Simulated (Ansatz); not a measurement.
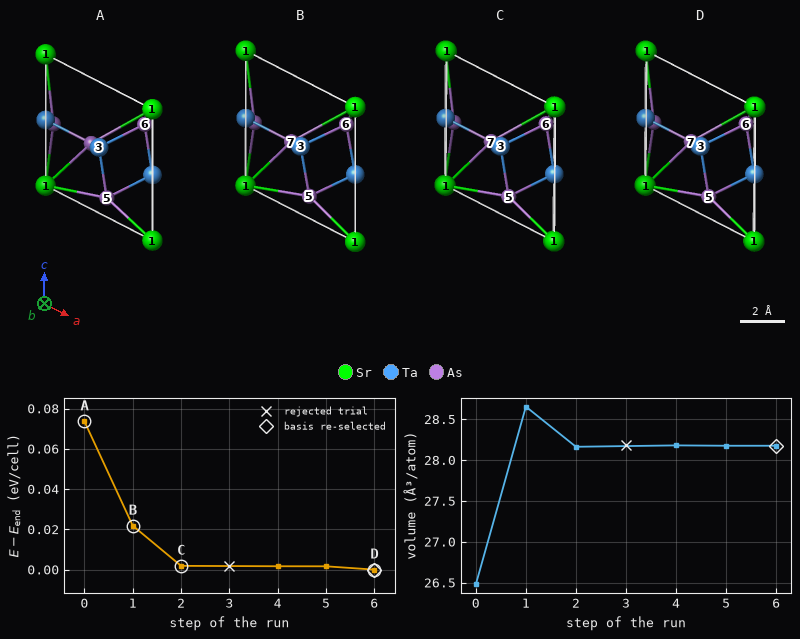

Frames of a relaxation of crystalline SrTa2As4 (built on the SrAl2Te4-97 type type), marked on the history of the run. The picture is a ball-and-stick view of the cell of the calculation, seen along the b axis.

Theory: DFT, r2SCAN+rVV10, plane waves, PAW (Ansatz).

Input file:
```yaml
crystal:
  lattice:
    - [-3.7947887778, 3.7947887778, 3.2177536947]
    - [3.7947887778, -3.7947887778, 3.2177536947]
    - [3.7947887778, 3.7947887778, -3.2177536947]
  atoms:
    - { symbol: Sr, position: [0.0, 0.0, 0.0] }
    - { symbol: Ta, position: [0.0, 0.5, 0.5] }
    - { symbol: Ta, position: [0.5, 0.0, 0.5] }
    - { symbol: As, position: [0.0728051688, 0.9271948312, 0.5] }
    - { symbol: As, position: [0.5728051688, 0.0728051688, 0.1456103376] }
    - { symbol: As, position: [0.9271948312, 0.4271948312, 0.8543896624] }
    - { symbol: As, position: [0.4271948312, 0.5728051688, 0.5] }
kpoints:
  mp_grid: { grid: [6, 6, 6] }
hamiltonian:
  xc: r2scan
  dispersion: rvv10
scf:
  occupations: { method: fermi_dirac, width: 0.03 }
relax:
  f_tol: 0.01
  cell: {}
  max_steps: 120
```

Command:
```bash
ansatz run input.yaml --threads 4 --pin off --max-ram 4608MiB --backend cpu --events-out ev --progress --plain --runs-dir out
```

### Describe the path.

The energy falls by 73.6 meV per cell of the calculation in 4 accepted moves (6 points after the start). Largest force component: 0.13 eV/Å at the start, 0.00019 eV/Å at the end. The pressure goes from 1.25 to 0.00 GPa. The line search rejected the trial step at point 3 of the run. At 1 point the geometry stayed and the basis and grid were re-selected for the new cell (energy shift of 1.6 meV per cell of the calculation at most each time). The largest moves relative to the cell, 0.073 Å, are those of As4, As5, As6 and As7. As4 goes along [1 −1 0]. Ta and Sr stay in place. The volume changes by +6.4 %, with a = b = c 6.257 → 6.397 Å (+2.2 %), α 105.3° → 104.9°, β 105.3° → 104.9°, γ 118.1° → 119.1°. Among the contacts that change: Sr1–As4 3.225 → 3.316 Å, Ta2–Ta3 3.218 → 3.244 Å, Ta2–As4 2.491 → 2.484 Å. Bond angles that change, for instance: Sr1–As4–Sr1 152.0° → 149.4°. The space group stays I422 (No. 97). From step 0 to 1: As atoms move most (0.10 Å), volume +8.2 %, energy −51.8 meV per cell of the calculation. From step 1 to 2: As atoms move most (0.03 Å), volume −1.7 %, energy −19.9 meV per cell of the calculation. From step 2 to 6: energy −1.9 meV per cell of the calculation.
